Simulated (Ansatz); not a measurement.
**SiH2F− (SMILES F[SiH2-]): BCCD(T)/STO-3G**

What is the vertical ionisation energy of SiH2F− at BCCD(T)/STO-3G? 

The results are computed with Ansatz 0.2.0.

3 further runs of the same task are left out: 2 that didn't finish, 1 set aside as unsound or not needed.

## 1. The system as given

SiH2F− has 4 atoms, charge -1, and is taken as a singlet. SMILES: `F[SiH2-]`. Geometry: relaxed at GFN2-xTB.

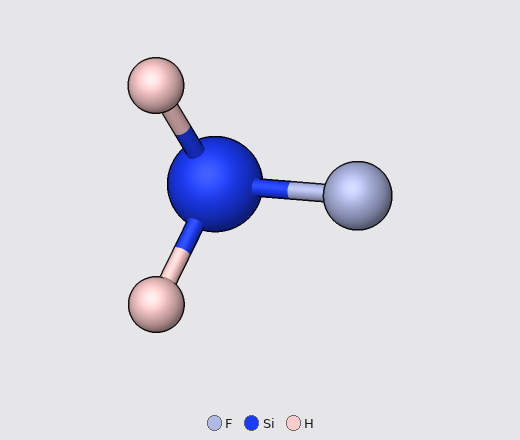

The structure, seen from a chosen angle (fluorine light blue, silicon blue, hydrogen pink).

## 2. The energy at BCCD(T)/STO-3G

File job.yaml:

```yaml
crystal:
  periodic: [false, false, false]
  atoms:
    - symbol: F
      position_ang: [1.224230, 0.690850, -0.383870]
    - symbol: Si
      position_ang: [-0.114010, -0.391590, -0.440070]
    - symbol: H
      position_ang: [-1.185360, 0.658330, -0.143280]
    - symbol: H
      position_ang: [0.075140, -0.957590, 0.967210]
basis:
  gaussian: {orbitals: STO-3G}
total_charge: -1
correlation: {method: bccd_t, frozen_orbitals: {F: 1, H: 0, Si: 5}}
accuracy: high
scf: {omitted_lower_state_checks: [cluster_reference, increment]}
```

The run is started by

```
$ ansatz run job.yaml --threads 1 --pin off --max-ram 2610MiB --events-out events.jsonl --progress --plain --runs-dir runs
```

Standard output:

```text
Warning: RAYON_NUM_THREADS=1 ignored (pool sized by the plan → 1); use --threads N
Functional definition: HF
  name "HF"
  exchange = exact_x
  correlation = 0
these checks for a lower state are left out or cut short: cluster_reference, increment
267 factors; integrals over basis functions are off by at most 2.8e-8 eV
mean field evaluation 1: about -10464.7964 eV, gradient 7.4e0 eV
mean field evaluation 2: about -10464.8431 eV, gradient 7.4e0 eV
mean field evaluation 4: about -10465.1758 eV, gradient 4.5e-1 eV
mean field evaluation 8: about -10465.1768 eV, gradient 1.0e-6 eV
mean field -10465.17682833 eV, -384.5881548896 hartree, gradient 6.8e-8 eV, S^2 0.000000; 0 other end points of the search recorded, 0 dependent functions left out
6 core orbitals not correlated: weight in the atoms' cores, before any rotation towards them, 1.000 or more for the frozen orbitals, at most 0.000 for the correlated occupied ones
reference -10465.17682833 eV, -384.5881548896 hartree; 7, 7 occupied and 3, 3 virtual orbitals, 267 factors
second order -1.20053606 eV of doubles, -0.00000000 eV of singles
cycle   1  -1.50284879 eV  change   -3.0e-1 eV  update   5.5e-2
cycle   2  -1.65751256 eV  change   -1.5e-1 eV  update   1.9e-2
cycle   3  -1.67722453 eV  change   -2.0e-2 eV  update   6.5e-3
cycle   4  -1.67823978 eV  change   -1.0e-3 eV  update   2.1e-3
cycle   5  -1.67835892 eV  change   -1.2e-4 eV  update   4.2e-4
cycle   6  -1.67844420 eV  change   -8.5e-5 eV  update   1.2e-4
cycle   7  -1.67839687 eV  change    4.7e-5 eV  update   3.4e-5
cycle   8  -1.67839304 eV  change    3.8e-6 eV  update   1.2e-5
cycle   9  -1.67839958 eV  change   -6.5e-6 eV  update   3.6e-6
cycle  10  -1.67839830 eV  change    1.3e-6 eV  update   1.0e-6
cycle  11  -1.67839812 eV  change    1.7e-7 eV  update   4.5e-7
cycle  12  -1.67839791 eV  change    2.1e-7 eV  update   1.5e-7
cycle  13  -1.67839799 eV  change   -8.0e-8 eV  update   4.5e-8
cycle  14  -1.67839800 eV  change   -1.3e-8 eV  update   1.7e-8
cycle  15  -1.67839759 eV  change    4.1e-7 eV  update   7.6e-8
cycle  16  -1.67839748 eV  change    1.1e-7 eV  update   2.8e-8
cycle  17  -1.67839744 eV  change    3.7e-8 eV  update   9.6e-9
cycle  18  -1.67839744 eV  change    1.4e-9 eV  update   3.1e-9
cycle  19  -1.67839744 eV  change   -1.2e-9 eV  update  7.7e-10
perturbative correction -0.03198116 eV, -0.0011752860 hartree
Total energy: -10466.88720694 eV, -384.6510101440 hartree
Checks for a lower state left out: cluster_reference, increment
```

It took 0.12 s on 1 thread of Arm Neoverse V2, shared host.

## 3. Doublet neutral SiH2F

File in.yaml:

```yaml
crystal:
  periodic: [false, false, false]
  atoms:
    - {symbol: F, position_ang: [1.224230, 0.690850, -0.383870]}
    - {symbol: Si, position_ang: [-0.114010, -0.391590, -0.440070]}
    - {symbol: H, position_ang: [-1.185360, 0.658330, -0.143280]}
    - {symbol: H, position_ang: [0.075140, -0.957590, 0.967210]}
basis:
  gaussian: {orbitals: STO-3G}
magnetization: {spin_polarized: true, initial_magnetization: 1}
correlation: {method: bccd_t, frozen_orbitals: {F: 1, H: 0, Si: 5}}
accuracy: high
scf: {omitted_lower_state_checks: [cluster_reference, increment]}
```

The run is started by

```
$ ansatz run in.yaml --threads 1 --pin off --max-ram 2610MiB --events-out events.jsonl --progress --plain --runs-dir runs
```

Standard output:

```text
Warning: RAYON_NUM_THREADS=1 ignored (pool sized by the plan → 1); use --threads N
[... 4 set-up lines as earlier in the session ...]
these checks for a lower state are left out or cut short: cluster_reference, increment
267 factors; integrals over basis functions are off by at most 2.8e-8 eV
mean field evaluation 1: about -10466.9430 eV, gradient 1.3e1 eV
mean field evaluation 2: about -10466.9778 eV, gradient 1.3e1 eV
mean field evaluation 4: about -10468.9483 eV, gradient 1.4e0 eV
mean field evaluation 8: about -10469.0022 eV, gradient 2.1e-2 eV
mean field -10469.00222313 eV, -384.7287355554 hartree, gradient 2.9e-8 eV, S^2 0.754255; 0 other end points of the search recorded, 0 dependent functions left out
6 core orbitals not correlated: weight in the atoms' cores, before any rotation towards them, 1.000 or more for the frozen orbitals, at most 0.000 for the correlated occupied ones
reference -10469.00222313 eV, -384.7287355554 hartree; 7, 6 occupied and 3, 4 virtual orbitals, 267 factors
second order -1.41942988 eV of doubles, -0.00000000 eV of singles
cycle   1  -1.77100823 eV  change   -3.5e-1 eV  update   7.6e-2
cycle   2  -1.97695171 eV  change   -2.1e-1 eV  update   2.7e-2
cycle   3  -2.02505573 eV  change   -4.8e-2 eV  update   1.8e-2
cycle   4  -2.02038026 eV  change    4.7e-3 eV  update   8.7e-3
cycle   5  -2.01962659 eV  change    7.5e-4 eV  update   4.4e-3
cycle   6  -2.01748591 eV  change    2.1e-3 eV  update   2.1e-3
cycle   7  -2.01524773 eV  change    2.2e-3 eV  update   7.1e-4
cycle   8  -2.01560161 eV  change   -3.5e-4 eV  update   3.1e-4
cycle   9  -2.01580130 eV  change   -2.0e-4 eV  update   1.5e-4
cycle  10  -2.01558315 eV  change    2.2e-4 eV  update   5.8e-5
cycle  11  -2.01558574 eV  change   -2.6e-6 eV  update   2.3e-5
cycle  12  -2.01558696 eV  change   -1.2e-6 eV  update   1.2e-5
cycle  13  -2.01559644 eV  change   -9.5e-6 eV  update   5.9e-6
cycle  14  -2.01559723 eV  change   -7.9e-7 eV  update   2.2e-6
cycle  15  -2.01559603 eV  change    1.2e-6 eV  update   8.9e-7
cycle  16  -2.01559586 eV  change    1.7e-7 eV  update   4.0e-7
cycle  17  -2.01559571 eV  change    1.5e-7 eV  update   1.7e-7
cycle  18  -2.01559559 eV  change    1.3e-7 eV  update   7.6e-8
cycle  19  -2.01559554 eV  change    5.0e-8 eV  update   3.6e-8
cycle  20  -2.01559556 eV  change   -2.2e-8 eV  update   2.1e-8
cycle  21  -2.01559568 eV  change   -1.3e-7 eV  update   7.9e-8
cycle  22  -2.01559567 eV  change    1.3e-8 eV  update   3.2e-8
cycle  23  -2.01559568 eV  change   -8.0e-9 eV  update   1.4e-8
cycle  24  -2.01559569 eV  change   -6.6e-9 eV  update   7.1e-9
cycle  25  -2.01559569 eV  change   -3.5e-9 eV  update   3.1e-9
cycle  26  -2.01559569 eV  change  -7.8e-10 eV  update   1.1e-9
perturbative correction -0.10335215 eV, -0.0037981215 hartree
Total energy: -10471.12117097 eV, -384.8066054523 hartree
Checks for a lower state left out: cluster_reference, increment
```

It took 0.2 s on 1 thread of Arm Neoverse V2, shared host.

## 4. Results

Level: BCCD(T)/STO-3G, 6 core orbitals frozen.

```
                                                          quantity          value
                                      singlet SiH2F−: total energy  -384.65101 Eh
       singlet SiH2F−: correlation energy (6 core orbitals frozen)      -62.9 mEh
                                    singlet SiH2F−: (T) correction      -1.18 mEh
                               doublet neutral SiH2F: total energy  -384.80661 Eh
doublet neutral SiH2F: correlation energy (6 core orbitals frozen)      -77.9 mEh
                             doublet neutral SiH2F: (T) correction      -3.80 mEh
          doublet neutral SiH2F: ⟨S²⟩ of the reference determinant          0.754
               vertical detachment energy (to the doublet neutral)      -4.234 eV
```

**Reading.** The species is unbound against losing an electron at this level, by 4.23 eV (−98 kcal/mol); missing correlation or diffuse functions can give that sign where the real anion is bound. In a minimal basis such a difference can be off by several eV, whatever the method. The triples (singlet SiH2F−) make up 1.9 % of the correlation energy. The triples (doublet neutral SiH2F) make up 4.9 % of the correlation energy.
